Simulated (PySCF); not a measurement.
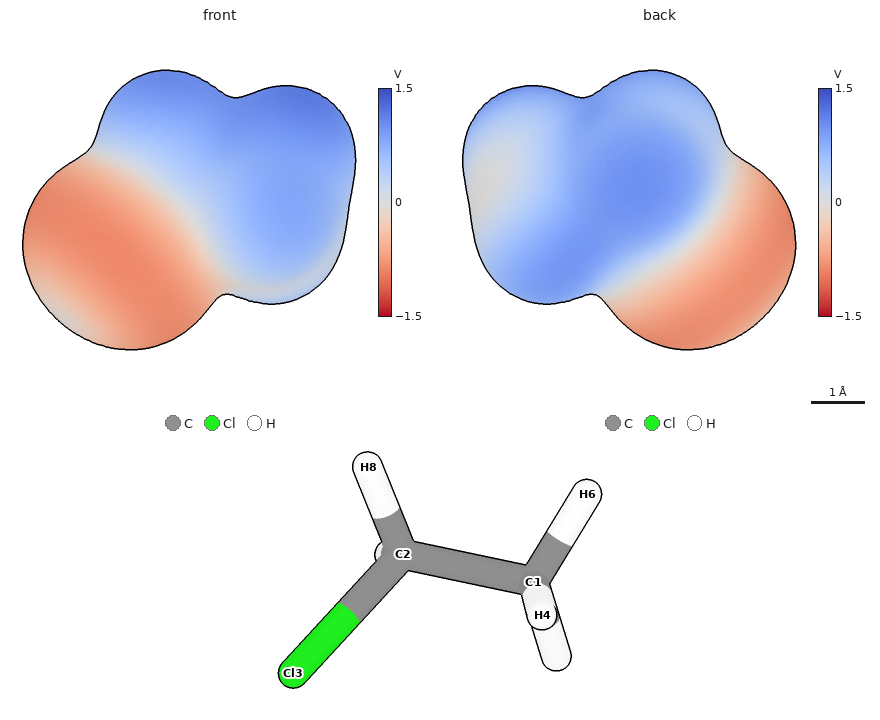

Figure. C2H5Cl. The electrostatic potential painted on the density surface at 0.002 e/bohr³, seen from the front and from behind; the colour scale runs from red (negative) to blue (positive). The bare structure is drawn below in the same view.

Geometry: GFN2-xTB, MD frame at 250 fs, 600 K.

The calculation used PBE0/pcSseg-1, SCF density, gas phase, non-relativistic in PySCF.

| atom | x (Å) | y (Å) | z (Å) |
| --- | --- | --- | --- |
| C | -0.7407 | -0.1100 | 0.0888 |
| C | 0.5470 | -0.5412 | -0.5950 |
| Cl | 1.9728 | 0.5274 | -0.1836 |
| H | -0.6398 | 0.1519 | 1.1137 |
| H | -0.9666 | 0.7978 | -0.4984 |
| H | -1.4226 | -0.9934 | 0.2691 |
| H | 0.5425 | -0.4408 | -1.6473 |
| H | 0.8493 | -1.5796 | -0.2988 |

### Where is the surface potential most negative and most positive?

The most negative region (about −0.9 V) lies over Cl3, the most positive (about +1.1 V) over H6.

### How polar is the molecule by this calculation?

Its dipole moment is 2.26 D.
